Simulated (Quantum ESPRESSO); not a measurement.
# FeO (Wuestite): which magnetic order is lowest

Aim: find out which collinear order of FeO (Wuestite) costs least.

Main program and level: Quantum ESPRESSO 7.5; PBE with U = 4.5 eV on Fe d (ortho-atomic projectors); plane waves with GBRV 1.5 PBE potentials, no spin-orbit coupling.

### Step 1. The starting structure

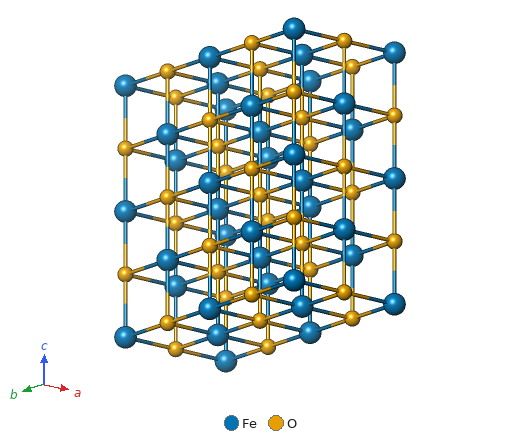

The cell as given, from a free direction (iron blue, oxygen orange). 1×2×2 cells are drawn. This picture shows the conventional cell, with its axes. Some periodic images of atoms are drawn too.

As a file:

```cif
data_structure
_symmetry_space_group_name_H-M 'P 1'
_symmetry_Int_Tables_number 1
_cell_length_a 3.0406
_cell_length_b 3.0406
_cell_length_c 3.0406
_cell_angle_alpha 60.000
_cell_angle_beta 60.000
_cell_angle_gamma 60.000
_cell_volume 19.88
loop_
_atom_site_label
_atom_site_type_symbol
_atom_site_fract_x
_atom_site_fract_y
_atom_site_fract_z
_atom_site_occupancy
Fe1 Fe 0.00000 0.00000 0.00000 1
O2 O 0.50000 0.50000 0.50000 1
```

The cell comes from the Crystallography Open Database.

### Step 2. Start 1: ferro +

The signs are those of the starting moments on the seeded atoms, the atoms that are given a moment.

Contents of pw.in:

```
&CONTROL
  calculation = 'scf'
  prefix = 'pwscf'
  outdir = './tmp'
  pseudo_dir = './pseudo'
  disk_io = 'nowf'
/
&SYSTEM
  ibrav = 0
  celldm(1) = 8
  nat = 2
  ntyp = 2
  ecutwfc = 40
  ecutrho = 280
  nbnd = 20
  occupations = 'smearing'
  smearing = 'fd'
  degauss = 0.00367493
  nspin = 2
  starting_magnetization(1) = 0.25
  starting_magnetization(2) = 0
/
&ELECTRONS
  conv_thr = 4d-09
  electron_maxstep = 150
  mixing_beta = 0.3
/
ATOMIC_SPECIES
Fe     55.8450 fe_pbe_v1.5.uspp.F.UPF
O      15.9990 o_pbe_v1.2.uspp.F.UPF
CELL_PARAMETERS alat
   0.0000000000000    0.5078638959932    0.5078638959932
   0.5078638959932    0.0000000000000    0.5078638959932
   0.5078638959932    0.5078638959932    0.0000000000000
ATOMIC_POSITIONS crystal
Fe      0.0000000000    0.0000000000    0.0000000000
O       0.5000000000    0.5000000000    0.5000000000
K_POINTS automatic
10 10 10 0 0 0
HUBBARD {ortho-atomic}
U Fe-3d 4.5000
```

Started as:

```
> OMP_NUM_THREADS=1 mpirun -n 4 pw.x -nk 4 -in pw.in > pw.out
```

What it wrote:

```text
Program PWSCF v.7.5 starts

     Message from routine setup:
     using ibrav=0 with symmetry is DISCOURAGED, use correct ibrav instead

     K-points division:     npool     =       4
     Subspace diagonalization in iterative solution of the eigenvalue problem:

     G-vector sticks info
     --------------------
     sticks:   dense  smooth     PW     G-vecs:    dense   smooth      PW
     Sum         649     367    121                10777     4621     893

     Using Slab Decomposition

     bravais-lattice index     =            0
     lattice parameter (alat)  =       8.0000  a.u.
     unit-cell volume          =     134.1350 (a.u.)^3
     number of atoms/cell      =            2
     number of atomic types    =            2
     number of electrons       =        22.00
     number of Kohn-Sham states=           20
     kinetic-energy cutoff     =      40.0000  Ry
     charge density cutoff     =     280.0000  Ry
     scf convergence threshold =      4.0E-09
     mixing beta               =       0.3000
     number of iterations used =            8  plain     mixing
     Exchange-correlation= SLA  PW   PBE  PBE
                           (   1   4   3   4   0   0   0)
     Hubbard projectors: ortho-atomic
     Hubbard parameters of DFT+U (Dudarev formulation) in eV:
     U(Fe-3d) =  4.5000

     Internal variables: lda_plus_u =T, lda_plus_u_kind = 0

     Internal variables: orbital_resolved =F, hub_pot_fix =F, apply_U = F

     celldm(1)=   8.000000  celldm(2)=   0.000000  celldm(3)=   0.000000
     celldm(4)=   0.000000  celldm(5)=   0.000000  celldm(6)=   0.000000

     crystal axes: (cart. coord. in units of alat)
               a(1) = (   0.000000   0.507864   0.507864 )
               a(2) = (   0.507864   0.000000   0.507864 )
               a(3) = (   0.507864   0.507864   0.000000 )

     reciprocal axes: (cart. coord. in units 2 pi/alat)
               b(1) = ( -0.984516  0.984516  0.984516 )
               b(2) = (  0.984516 -0.984516  0.984516 )
               b(3) = (  0.984516  0.984516 -0.984516 )

     PseudoPot. # 1 for Fe read from file:
     fe_pbe_v1.5.uspp.F.UPF
     Pseudo is Ultrasoft + core correction, Zval = 16.0
     Generated by new atomic code, or converted to UPF format
     Using radial grid of  861 points,  6 beta functions with:
                l(1) =   0
                l(2) =   0
                l(3) =   1
                l(4) =   1
                l(5) =   2
                l(6) =   2
     Q(r) pseudized with  8 coefficients,  rinner =    1.000   1.000   1.000
                                                       1.000   1.000

     PseudoPot. # 2 for O  read from file:
     o_pbe_v1.2.uspp.F.UPF
     Pseudo is Ultrasoft + core correction, Zval =  6.0
     Generated by new atomic code, or converted to UPF format
     Using radial grid of  737 points,  5 beta functions with:
                l(1) =   0
                l(2) =   0
                l(3) =   1
                l(4) =   1
                l(5) =   2
     Q(r) pseudized with  8 coefficients,  rinner =    0.900   0.900   0.900
                                                       0.900   0.900

     atomic species   valence    mass     pseudopotential
     Fe               16.00    55.84500     Fe( 1.00)
     O                 6.00    15.99900     O ( 1.00)

     Starting magnetic structure
     atomic species   magnetization
     Fe              0.250
     O               0.000

     48 Sym. Ops., with inversion, found

   Cartesian axes

     site n.     atom                  positions (alat units)
         1        Fe     tau(   1) = (   0.0000000   0.0000000   0.0000000  )
         2        O      tau(   2) = (   0.5078639   0.5078639   0.5078639  )

     number of k points=    47  Fermi-Dirac smearing, width (Ry)=  0.0037
                       cart. coord. in units 2pi/alat
        k(    1) = (   0.0000000   0.0000000   0.0000000), wk =   0.0010000
        k(    2) = (   0.0984516   0.0984516  -0.0984516), wk =   0.0080000
        k(    3) = (   0.1969031   0.1969031  -0.1969031), wk =   0.0080000
        k(    4) = (   0.2953547   0.2953547  -0.2953547), wk =   0.0080000
        k(    5) = (   0.3938063   0.3938063  -0.3938063), wk =   0.0080000
        [... 42 further k-points ...]

     Dense  grid:    10777 G-vectors     FFT dimensions: (  32,  32,  32)

     Smooth grid:     4621 G-vectors     FFT dimensions: (  24,  24,  24)

     Check: negative core charge=   -0.000047
     Generating pointlists ...
     new r_m :   0.2095 (alat units)  1.6760 (a.u.) for type    1
     new r_m :   0.2095 (alat units)  1.6760 (a.u.) for type    2

     Initial potential from superposition of free atoms

     starting charge      21.0000, renormalised to      22.0000

     STARTING HUBBARD OCCUPATIONS:

     =================== HUBBARD OCCUPATIONS ===================
     ------------------------ ATOM    1 ------------------------
     Tr[ns(  1)] (up, down, total) =   5.00000  0.00000  5.00000
     Atomic magnetic moment for atom   1 =   5.00000
     [... lines left out ...]
     Number of occupied Hubbard levels =    5.0000

     Atomic wfc used for Hubbard projectors are orthogonalized

     Starting wfcs are   17 randomized atomic wfcs +    3 random wfcs

     Self-consistent Calculation

     iteration #  1     ecut=    40.00 Ry     beta= 0.30
     Davidson diagonalization with overlap
     ethr =  1.00E-02,  avg # of iterations =  5.3

     =================== HUBBARD OCCUPATIONS ===================
     ------------------------ ATOM    1 ------------------------
     Tr[ns(  1)] (up, down, total) =   4.86649  0.66110  5.52759
     Atomic magnetic moment for atom   1 =   4.20539
     [... lines left out ...]
     Number of occupied Hubbard levels =    5.5276

     total energy              =    -282.24461346 Ry
     estimated scf accuracy    <       0.80729473 Ry

     total magnetization       =     4.32 Bohr mag/cell
     absolute magnetization    =     4.33 Bohr mag/cell

     iteration #  2     ecut=    40.00 Ry     beta= 0.30
     Davidson diagonalization with overlap
     ethr =  3.67E-03,  avg # of iterations =  1.8

     total energy              =    -282.45278309 Ry
     estimated scf accuracy    <       0.10125893 Ry

     total magnetization       =     4.00 Bohr mag/cell
     absolute magnetization    =     4.01 Bohr mag/cell

     iteration #  3     ecut=    40.00 Ry     beta= 0.30
     Davidson diagonalization with overlap
     ethr =  4.60E-04,  avg # of iterations =  1.4

     total energy              =    -282.47120686 Ry
     estimated scf accuracy    <       0.01489407 Ry

     total magnetization       =     4.02 Bohr mag/cell
     absolute magnetization    =     4.04 Bohr mag/cell

     [... further iterations left out ...]

     iteration #  8     ecut=    40.00 Ry     beta= 0.30
     Davidson diagonalization with overlap
     ethr =  2.00E-08,  avg # of iterations =  1.5

     total energy              =    -282.47651906 Ry
     estimated scf accuracy    <       0.00000058 Ry

     total magnetization       =     4.00 Bohr mag/cell
     absolute magnetization    =     4.05 Bohr mag/cell

     iteration #  9     ecut=    40.00 Ry     beta= 0.30
     Davidson diagonalization with overlap
     ethr =  2.64E-09,  avg # of iterations =  1.8

     total energy              =    -282.47651942 Ry
     estimated scf accuracy    <       0.00000005 Ry

     total magnetization       =     4.00 Bohr mag/cell
     absolute magnetization    =     4.05 Bohr mag/cell

     iteration # 10     ecut=    40.00 Ry     beta= 0.30
     Davidson diagonalization with overlap
     ethr =  2.40E-10,  avg # of iterations =  2.0

     total energy              =    -282.47651955 Ry
     estimated scf accuracy    <       0.00000003 Ry

     total magnetization       =     4.00 Bohr mag/cell
     absolute magnetization    =     4.05 Bohr mag/cell

     iteration # 11     ecut=    40.00 Ry     beta= 0.30
     Davidson diagonalization with overlap
     ethr =  1.40E-10,  avg # of iterations =  1.5

     Magnetic moment per site  (integrated on atomic sphere of radius R)
     atom   1 (R=0.209)  charge= 13.5028  magn=  3.5839
     atom   2 (R=0.209)  charge=  5.8602  magn=  0.2297

     End of self-consistent calculation

     =================== HUBBARD OCCUPATIONS ===================
     ------------------------ ATOM    1 ------------------------
     Tr[ns(  1)] (up, down, total) =   4.95476  1.17569  6.13044
     Atomic magnetic moment for atom   1 =   3.77907
     [... lines left out ...]
     Number of occupied Hubbard levels =    6.1304

     [... lines left out ...]
     the Fermi energy is    15.2685 ev

!    total energy              =    -282.47651966 Ry
     estimated scf accuracy    <          1.3E-10 Ry
     smearing contrib. (-TS)   =      -0.00068990 Ry
     internal energy E=F+TS    =    -282.47582976 Ry

     The total energy is F=E-TS. E is the sum of the following terms:
     one-electron contribution =    -135.64582970 Ry
     hartree contribution      =      80.21047631 Ry
     xc contribution           =     -36.68059437 Ry
     ewald contribution        =    -190.50483453 Ry
     Hubbard energy            =       0.14495253 Ry

     total magnetization       =     4.00 Bohr mag/cell
     absolute magnetization    =     4.05 Bohr mag/cell

     convergence has been achieved in  11 iterations

=------------------------------------------------------------------------------=
   JOB DONE.
=------------------------------------------------------------------------------=
```

Elapsed: 3.5 s, on 4 MPI ranks of AMD EPYC 9R45, shared host; peak memory 0.3 GiB.

Spin moment in the atom's sphere by atom:

| atom | spin moment in the atom's sphere (μB) |
| --- | --- |
| Fe1 | 3.58 |
| O2 | 0.23 |

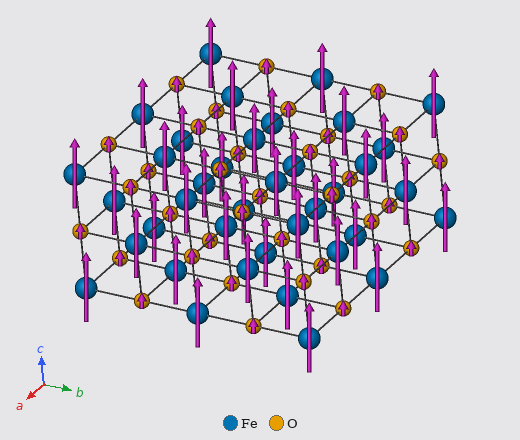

Spin moment in the atom's sphere as arrows, the longest 3.58 μB. Up and down stand for the sign. Arrows give size and sign along the axis of quantisation, drawn up and down the page. Each arrow also spans its atom, so small moments look longer than they are. 2×2×1 conventional cells are drawn. Some periodic images of atoms are drawn too.

Numbers from this step:

| Quantity | Value |
| --- | --- |
| smearing term TS | 0.009387 eV |
| magnetization | 4.002 μB |
| absolute magnetization | 4.047 μB |
| final state | ferromagnetic |

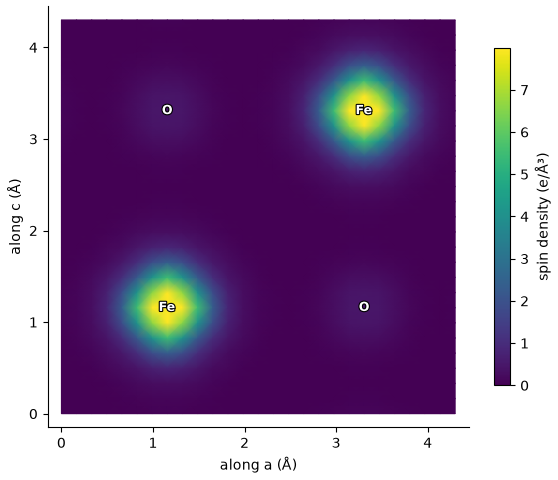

Spin density in the ac plane of the conventional cell at fractional y = 0.000, with atoms of Fe and O within 0.2 Å of it. The map starts off the cell's origin, so that atoms lie inside it.

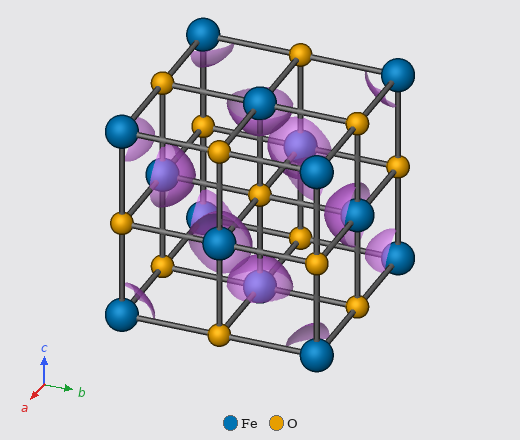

Surface of spin density = 0.7 e/Å³, which holds about 70 % of the integral of its size.

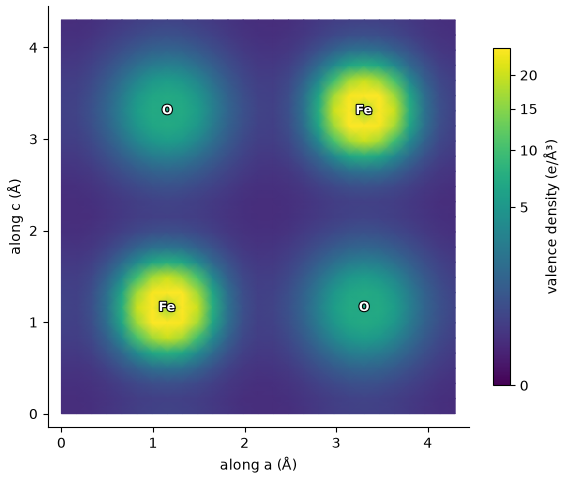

Valence density in the ac plane of the conventional cell at fractional y = 0.000, with atoms of Fe and O within 0.2 Å of it. It is the smooth field of the valence electrons, not physical close to the nuclei. The map starts off the cell's origin, so that atoms lie inside it. The colour scale is stretched toward low values.

(Part 1 of 2 ends here.)

[Logs and program files are shortened in this print: banners, set-up blocks, solver, clock and traceback lines can be left out without a mark of their own.]

[Logs are printed without paths, hosts, clocks, repeated set-up lines and the standing remarks that a program may print on its own settings, such as how far it seeks lower states.]

[Hosts, paths, dates, database ids (printed as entryN), source tags and the programs' standing remarks are cut or masked in the printed files.]

[Where a cell is said to come from a database of computed structures, the database is the Materials Project.]
